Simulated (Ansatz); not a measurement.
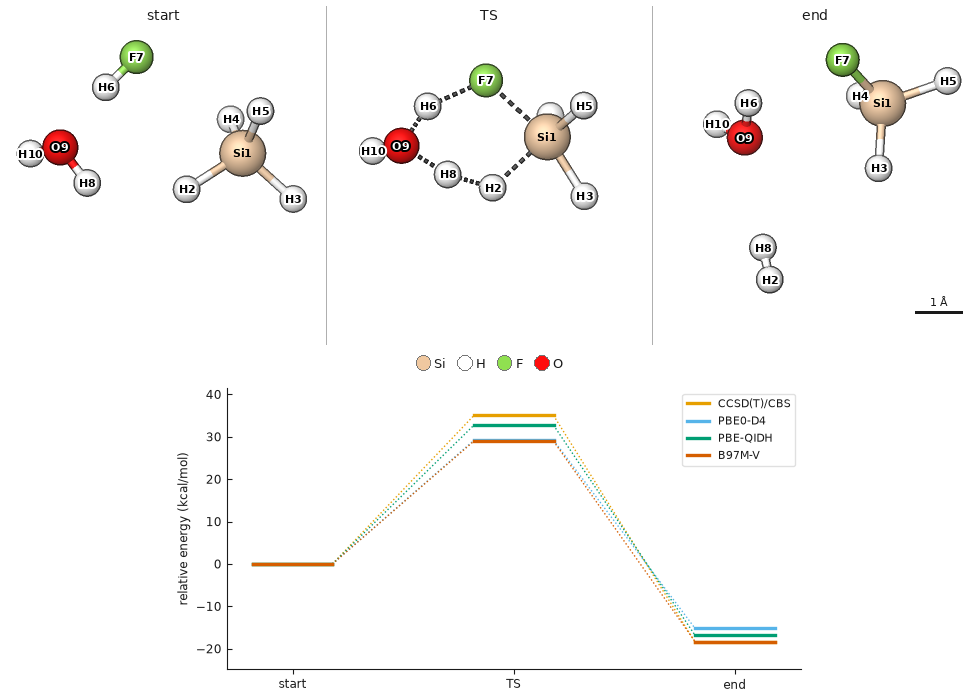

A reaction step of SiH7OF, with its energy diagram. A ball-and-stick model, seen face on. Dashed sticks mark bonds that form or break.

Stationary points at PBE0-D4/def2-TZVP, single-point energies with CCSD(T)/CBS, PBE0-D4, PBE-QIDH, B97M-V (def2-TZVPP where no basis is named; Ansatz 0.2.0). The energies are electronic, without zero-point or thermal terms, and both ends are the minima reached downhill from the saddle, with any fragments still in contact. CCSD(T)/CBS stands for a frozen-core estimate: MP2 correlation extrapolated from def2-TZVPP and def2-QZVPP, CCSD(T) minus MP2 from the smaller set.

Q: Describe the step and its energetics.

A: Counted by bonded pieces, the start holds HF + H₂O + SiH₄ and the end holds H₂ + H₂O + SiH₃F. From the start over the saddle to the end, bonds form: Si1–F7 (3.13 → 1.82 → 1.61 Å), H2–H8 (2.20 → 1.03 → 0.75 Å), H6–O9 (1.64 → 1.04 → 0.96 Å). Bonds break: Si1–H2 (1.49 → 1.65 → 4.67 Å), H6–F7 (0.95 → 1.41 → 2.26 Å), H8–O9 (0.96 → 1.19 → 2.54 Å). The saddle has one imaginary mode, 860i cm⁻¹. With CCSD(T)/CBS the barrier is 35.0 kcal/mol from the start and 53.4 kcal/mol from the end, and the end lies 18.4 kcal/mol below the start.

```tsv
level	barrier from the start (kcal/mol)	barrier from the end (kcal/mol)	the end less the start (kcal/mol)
CCSD(T)/CBS	35.0	53.4	−18.4
PBE0-D4	29.2	44.4	−15.2
PBE-QIDH	32.8	49.6	−16.8
B97M-V	29.0	47.3	−18.3
```

Against CCSD(T)/CBS, PBE-QIDH comes closest on the barrier from the start (−2.3 kcal/mol) and B97M-V misses most (−6.1 kcal/mol).
